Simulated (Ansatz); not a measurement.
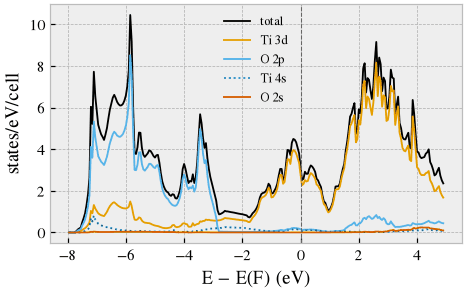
Fig. 1. Total and projected density of states of TiO in space group Pm-3m (No. 221; Ti on 3c, O on 3d), plane-wave PAW r²SCAN (Ansatz code)

Q: Which orbitals carry the states next to the Fermi level?

A: Within 0.5 eV of the Fermi level: Ti 3d 88 %. Projections are on Löwdin-orthogonalised atomic valence shells; empty p or d shells of many metals are not among them.

Q: Where is the tallest occupied peak in this window, and what makes it?

A: Near -5.8 eV, about 10 states/eV per cell; the largest projected share is O 2p.

The workflow started from a Materials Project entry (that database holds measured and hypothetical structures alike); the Crystallography Open Database copy checked does not list it. COD files the formula under space group No. 12, 225. Its standing as an ambient phase is unchecked. The r²SCAN relaxation kept the symmetry of its start; whether a distortion lowers the energy is not shown. Spin order of the final state: ferromagnetic, the only order run, not a proven ground state. Other orbital occupations within this spin state were not tried. No Hubbard U is applied. The compound may be a true metal, but semilocal functionals without U, or a wrong spin order, can also close a gap.

Potentials: the later of the program's two PAW sets.
